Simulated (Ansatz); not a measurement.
# BHLYP/STO-3G run of SnO (tin(ii) oxide)

What is the energy change on altering one bond length of SnO (tin(ii) oxide) at BHLYP/STO-3G? 

The calculation is run with Ansatz 0.2.0.

55 further runs of the same task are left out: 20 that didn't finish, 35 set aside as unsound or not needed.

### Step 1. The structure to begin with

SnO has 2 atoms, charge 0, and is taken as a singlet. As SMILES, `[O]=[Sn]`. Geometry: a GFN2-xTB relaxation, a rough one for these elements and not checked as a minimum.

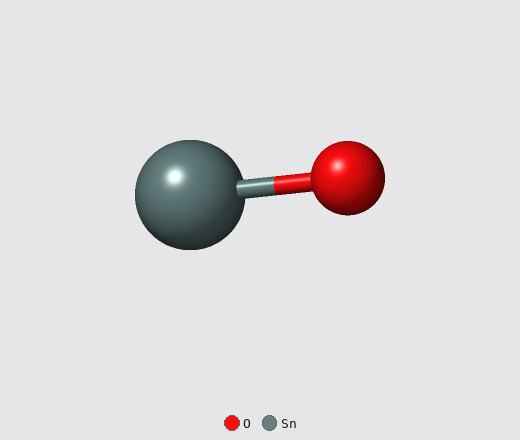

The structure, seen from a chosen angle (oxygen red, tin teal).

### Step 2. The energy at BHLYP/STO-3G

run.yaml reads:

```yaml
crystal:
  periodic: [false, false, false]
  atoms:
    - symbol: O
      position_ang: [0.000000, 0.000000, 0.000000]
    - symbol: Sn
      position_ang: [0.000000, 0.000000, 1.803580]
basis:
  gaussian:
    orbitals: STO-3G
hamiltonian:
  xc: {name: BHLYP}
accuracy: high
```

On the command line:

```console
$ ansatz run run.yaml --threads 1 --pin off --max-ram 2610MiB --events-out events.jsonl --progress --plain --runs-dir runs
```

Log:

```text
Warning: RAYON_NUM_THREADS=1 ignored (pool sized by the plan → 1); use --threads N
Functional definition: BHLYP
  name "BHLYP"
  parameter a = 0.5
  exchange = (1 - a)*b88_x + a*exact_x
  correlation = lyp_c
568 factors; integrals over basis functions are off by at most 5.0e-9 eV
mean field evaluation 1: about -164338.4737 eV, gradient 3.7e1 eV
mean field evaluation 2: about -164263.5479 eV, gradient 1.4e2 eV
mean field evaluation 4: about -164345.6229 eV, gradient 3.2e0 eV
mean field evaluation 8: about -164345.6673 eV, gradient 3.4e-1 eV
mean field evaluation 16: about -164345.6678 eV, gradient 9.4e-6 eV
mean field -164345.66784608 eV, -6039.5918958487 hartree, gradient 9.6e-8 eV, S^2 0.000000; 0 other end points of the search recorded, 0 dependent functions left out
reference -164345.66786144 eV, -6039.5918964133 hartree; 29, 29 occupied and 3, 3 virtual orbitals, 568 factors
Total energy: -164345.66786144 eV, -6039.5918964133 hartree
```

Wall time 1.4 s (1 thread of Arm Neoverse V2, shared host); peak memory 0.098 GiB.

### Step 3. The distorted shape

run.yaml reads:

```yaml
basis:
  gaussian:
    orbitals: STO-3G
crystal:
  periodic: [false, false, false]
  atoms:
    - symbol: O
      position_ang: [0.000000, 0.000000, -0.450920]
    - symbol: Sn
      position_ang: [0.000000, 0.000000, 1.803580]
hamiltonian:
  xc: {name: BHLYP}
accuracy: high
```

On the command line:

```console
$ ansatz run run.yaml --threads 1 --pin off --max-ram 2610MiB --events-out events.jsonl --progress --plain --runs-dir runs
```

Log:

```text
Warning: RAYON_NUM_THREADS=1 ignored (pool sized by the plan → 1); use --threads N
[... 5 set-up lines as earlier in the session ...]
557 factors; integrals over basis functions are off by at most 5.0e-9 eV
mean field evaluation 1: about -164328.4504 eV, gradient 4.4e1 eV
mean field evaluation 2: about -164196.6215 eV, gradient 9.9e1 eV
mean field evaluation 4: about -164329.3552 eV, gradient 4.4e1 eV
mean field evaluation 8: about -164330.8842 eV, gradient 4.3e1 eV
mean field evaluation 16: about -164342.4476 eV, gradient 2.5e-7 eV
mean field -164342.44763004 eV, -6039.4735550919 hartree, gradient 2.1e-8 eV, S^2 0.000000; 0 other end points of the search recorded, 0 dependent functions left out
reference -164342.44764578 eV, -6039.4735556703 hartree; 29, 29 occupied and 3, 3 virtual orbitals, 557 factors
Total energy: -164342.44764578 eV, -6039.4735556703 hartree
```

Run time: 1.6 s. Hardware: 1 thread of Arm Neoverse V2, shared host; peak memory 0.097 GiB.

### Step 4. What came out

At BHLYP/STO-3G:

```
                                                          quantity           value
                                         first shape: total energy  -6039.59190 Eh
                                     distorted shape: total energy  -6039.47356 Eh
energy change with the O1–Sn2 bond stretched from 1.804 to 2.255 Å        3.220 eV
```

In words: With the O1–Sn2 bond stretched from 1.804 to 2.255 Å the energy rises by 3.22 eV (74 kcal/mol). The first shape isn't relaxed at this level, so the change isn't measured from a minimum. The minimal basis adds a large error of its own. Relativity is left out (first shape) although the molecule holds a heavy atom. Relativity is left out (distorted shape) although the molecule holds a heavy atom.
